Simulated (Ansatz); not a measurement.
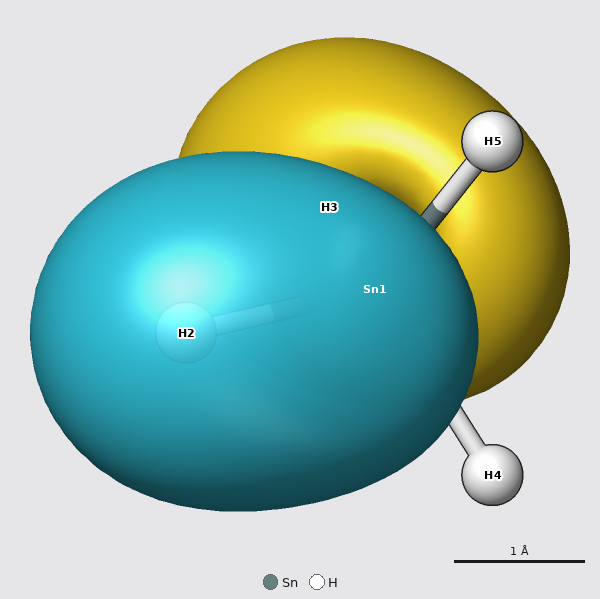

The picture shows: H4Sn. The HOMO at ±0.08 Å⁻³ᐟ² (yellow and cyan are the two phases), seen at a tilt.

Core potentials replace the inner electrons of Sn.

Theory: RKS PBE0/def2-TZVP in Ansatz.

```yaml
atoms:
  - { symbol: Sn, position_ang: [0.2826, 0.0000, 0.2000] }
  - { symbol: H, position_ang: [0.2883, 0.0000, 1.9038] }
  - { symbol: H, position_ang: [1.8909, 0.0000, -0.3623] }
  - { symbol: H, position_ang: [-0.5212, 1.3906, -0.3685] }
  - { symbol: H, position_ang: [-0.5212, -1.3906, -0.3685] }
```

**Where does this orbital lie, and at what energy?**

By Hirshfeld shares it lies mainly on Sn1 (about 45 %), H2 (about 25 %) and H3 (about 25 %). It is one of a degenerate set, so its orientation is arbitrary. Its energy is −9.15 eV.
